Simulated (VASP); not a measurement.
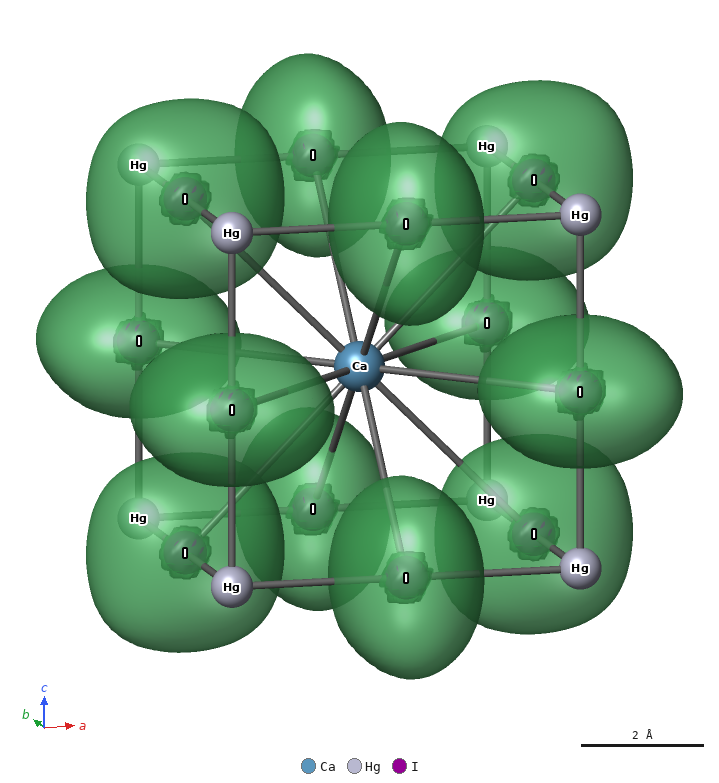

*CaHgI3. Isosurface of the ELF at 0.65 (green), seen slightly off an axis. Only the valence region is drawn (cores and ρ < 0.01 e/Å³ removed). Sticks mark near contacts.*

Space group Pm-3m; a generated structure, not necessarily the stable one.

Theory: Kohn-Sham DFT of a periodic cell, PBE, VASP PAW PBE potentials, recommended in VASP 6.6.1.

Core electrons are frozen (PAW), and the valence fields are smoothed inside the atomic spheres.

```yaml
crystal:
  lattice:
    - [5.94556, 0.00000, 0.00000]
    - [0.00000, 5.94556, 0.00000]
    - [0.00000, 0.00000, 5.94556]
  atoms:
    - { symbol: Ca, position: [0.50000, 0.50000, 0.50000] }
    - { symbol: Hg, position: [0.00000, 0.00000, 0.00000] }
    - { symbol: I, position: [0.50000, 0.00000, 0.00000] }
    - { symbol: I, position: [0.00000, 0.50000, 0.00000] }
    - { symbol: I, position: [0.00000, 0.00000, 0.50000] }
```

**Where are the electrons localised?**

At this value the surface marks out three regions wrapped around I (the valence shell of each), counted in one cell of 5 atoms. Regions shared between cells count once.

Values along the shortest contacts:
Hg–I (2.97 Å): the ELF is about 0.30 at the midpoint. Ca–I (4.20 Å): the ELF is about 0.30 at the midpoint and 0 at its lowest between the atoms: no localised pair shows between them.
